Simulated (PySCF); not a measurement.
```xyz
12

C     1.9374    1.8870    1.0104
C     1.4651    0.8839    0.5480
C     0.9961   -0.3588   -0.0102
O     1.7489   -1.2698   -0.2701
C    -0.4758   -0.4269   -0.2374
C    -1.3091    0.5786    0.0479
C    -0.9944   -1.6948   -0.8079
O    -2.1531   -1.9049   -1.0479
H     2.3287    2.7744    1.4159
H    -2.3655    0.4642   -0.1403
H    -0.9683    1.5123    0.4632
H    -0.2087   -2.4457   -0.9975
```

Geometry: GFN2-xTB.

Level of theory: PySCF, PBE0/pcSseg-1, SCF density, gas phase, non-relativistic.

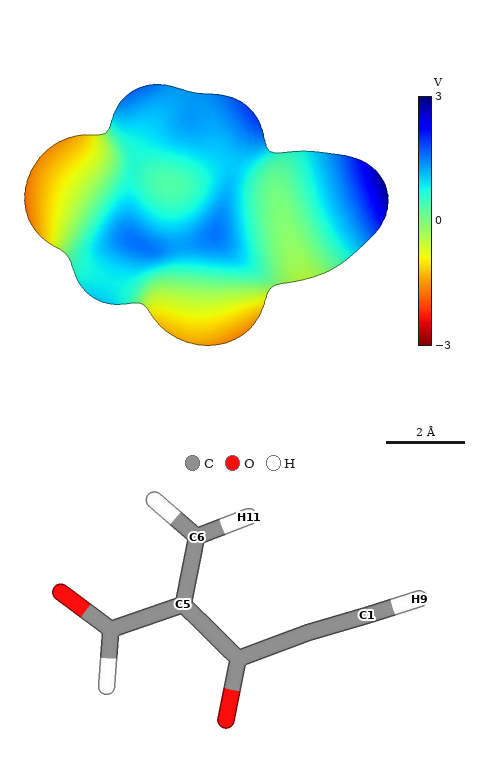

C$_{6}$H$_{4}$O$_{2}$. The electrostatic potential painted on the density surface at 0.004 e/bohr³, seen across its widest extent; red is negative and blue positive. The bare structure is drawn below in the same view.

Question: Where is the surface potential most negative and most positive?

Answer: The most negative region (about −1.7 V) lies over O8, the most positive (about +2.8 V) over H9. O8 is the likeliest acceptor of a hydrogen bond.
